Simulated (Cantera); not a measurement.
A closed system holds: 1 mol MgSO4, 0.28 mol CO2, equilibrated at 2048 K.

Cantera equilibrium calculation (NASA polynomials, part measured and part estimated; ideal gas, pure solids and liquids). Candidate condensed phases: C, Mg, MgCO3, MgO, MgS, MgSO4, S; 26 gas species. The numbers say what is thermodynamically allowed, not how fast it happens.

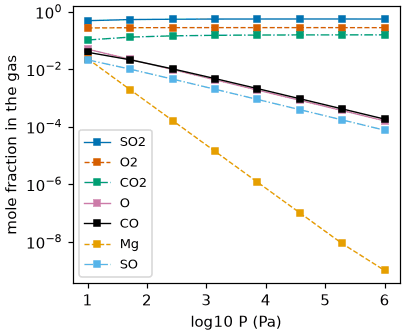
Figure. Equilibrium gas composition (values under 1e-9 drawn at 1e-9)

Read off the mole fractions at 0.370 bar.

SO2 about 0.56, O2 about 0.28, CO2 about 0.16, CO about 0.00095, O about 0.00083, SO about 0.00039, Mg about 1.0e-7.
